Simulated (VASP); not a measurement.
Band structure of HfB2 (AlB2 type). These are PBE GGA with D4 dispersion, VASP's PBE PAW potentials (set 64) (plane waves; VASP 6.6.1) values and carry that method's errors.

Unless said otherwise, spin-orbit coupling is left out, though it shifts the bands of the heavy elements here.

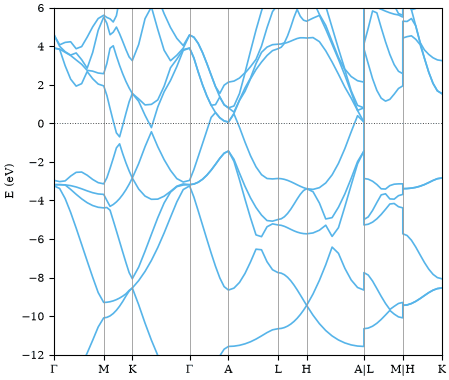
Bands along high-symmetry lines, zero at the valence-band maximum or, without a gap, the Fermi level

Problem. Read the plot: is there a gap, and where are the band edges?

Solution. It has no gap at this level: it comes out as a metal or semimetal. (Edges off the drawn lines would not show.)

The compound is HfB2 in the AlB2 type structure. It was relaxed first.
